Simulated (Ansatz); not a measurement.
Input file:

```
crystal:
  periodic: [false, false, false]
  atoms:
    - {symbol: Si, position_ang: [-0.702143, -0.724551, 1.126294]}
    - {symbol: C, position_ang: [0.342981, 0.339850, -0.017862]}
    - {symbol: Si, position_ang: [1.615428, -0.684220, -0.966345]}
    - {symbol: S, position_ang: [-0.684597, 1.179830, -1.257346]}
    - {symbol: S, position_ang: [-1.624046, 2.677688, -0.243161]}
    - {symbol: H, position_ang: [-1.851225, 0.049746, 1.660991]}
    - {symbol: H, position_ang: [0.120714, -1.211844, 2.266038]}
    - {symbol: H, position_ang: [-1.214169, -1.888392, 0.357080]}
    - {symbol: H, position_ang: [0.904167, 1.093104, 0.545104]}
    - {symbol: H, position_ang: [2.321717, -1.567844, -0.002054]}
    - {symbol: H, position_ang: [0.923209, -1.520123, -1.979701]}
    - {symbol: H, position_ang: [2.592652, 0.206287, -1.641384]}
    - {symbol: H, position_ang: [-2.724388, 2.015770, 0.167147]}
basis:
  gaussian: {orbitals: def2-TZVPP}
hamiltonian: {xc: pbe0, dispersion: d4}
output: {orbitals: {seedname: orbitals}}
```

Run with:

```sh
ansatz run in.yaml --threads 4 --pin off --events-out ev --progress --plain --max-ram 10444MiB
```

Geometry: PBE0-D4/def2-TZVP.

Level of theory: RKS PBE0-D4/def2-TZVPP (Ansatz 0.2.0).

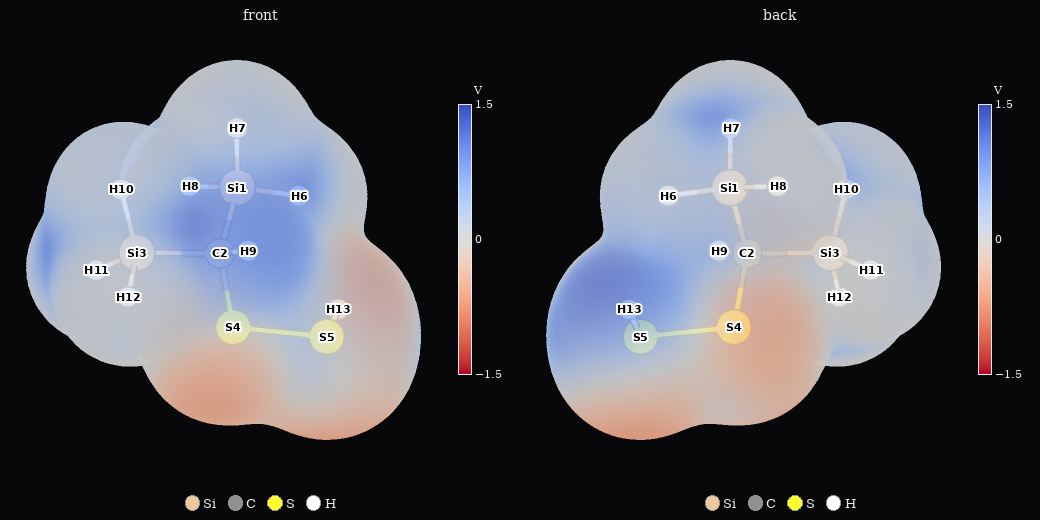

CH₈S₂Si₂ (SMILES [SiH3]C([SiH3])SS). The molecular electrostatic potential painted on the density surface at 0.001 e/bohr³, seen from the front and from behind; the colour scale runs from red (negative) to blue (positive).

**Describe the electrostatic potential map.**

The most negative region (about −0.6 V, or −14 kcal/mol for a unit charge) lies over S4 and S5, the most positive (about +1.0 V, or +23 kcal/mol for a unit charge) over Si3 and H13.
